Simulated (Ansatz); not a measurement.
In doubt: masses and optical values from hybrid runs of this build are listed as unsure (in some of the runs), which bears on the screening that GW takes from such a start; one-shot GW on d or f shells is unsure (in some of the runs), so the values of those runs are not to be relied on.

System: GaCuSe2 (I-42d).

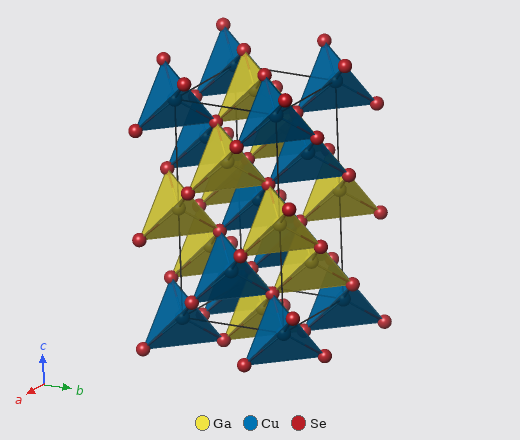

The structure (gallium yellow, copper blue, selenium red). Some periodic images of atoms are drawn too.

Symmetry: I-42d, No. 122, tetragonal system. Conventional cell: a = 5.619 Å, b = 5.619 Å, c = 11.026 Å, α = 90.00°, β = 90.00°, γ = 90.00°. Nearest to Ga lie 4 Se at 2.42 Å. Nearest to Cu lie 4 Se at 2.42 Å. Nearest to Se lie 2 Ga at 2.42 Å and 2 Cu at 2.42 Å. Farther neighbours and most contacts between anions are not listed.

```
Ga Cu Se
1.0
    -2.80955    2.80955    5.51300
     2.80955   -2.80955    5.51300
     2.80955    2.80955   -5.51300
Ga Cu Se
2 2 4
Cartesian
  0.0000 0.0000 5.5130
  2.8096 0.0000 2.7565
  0.0000 0.0000 0.0000
  0.0000 2.8096 2.7565
  1.4083 1.4048 1.3783
  1.4048 4.2108 -1.3783
  1.4013 1.4048 6.8913
  1.4048 -1.4013 4.1348
```

The cell and positions come from the Crystallography Open Database and are kept as given unless a step says otherwise.

Gaps computed with Ansatz 0.2.0 without a self-energy: HSE06 1.43 eV, r2SCAN 0.63 eV and PBE0 2.05 eV.

**Question.** What gap should G0W0 on HSE06 give (4×4×4 mesh, 443 empty bands, screening to 108 eV, PAW set soft_1 files)?

About 1.43 eV: on its mesh the run moves the gap from 1.43 eV by +0.004 eV. Among the scalar-relativistic levels given, HSE06 is nearest (+0.00 eV). Bands and cutoff are finite, so the gap is not at the basis limit. The miss can reach some tenths of an eV and take either sign; the mesh is an error of its own. A d shell, filled or nearly so, lies near the gap. One-shot GW converges very slowly in bands there, not always from below, and on a semilocal start the gap tends to come out low; starts rich in exact exchange can overshoot instead. The many-body steps are scalar-relativistic: spin-orbit coupling is not in them.

[Paths, hosts, dates, memory and timing lines, banners, echoed tables and standing remarks are left out of the program output.]

[Logs are printed without paths, hosts, clocks, repeated set-up lines and the standing remarks that a program may print on its own settings, such as how far it seeks lower states.]

[Runs of the session that timed out or met a known fault of the program may be left out.]

[Cells called generated may have been cut or substituted from an entry of the Crystallography Open Database or the Materials Project.]

[Hosts, paths, dates, database ids (printed as entryN), source tags and the programs' standing remarks are cut or masked in the printed files.]
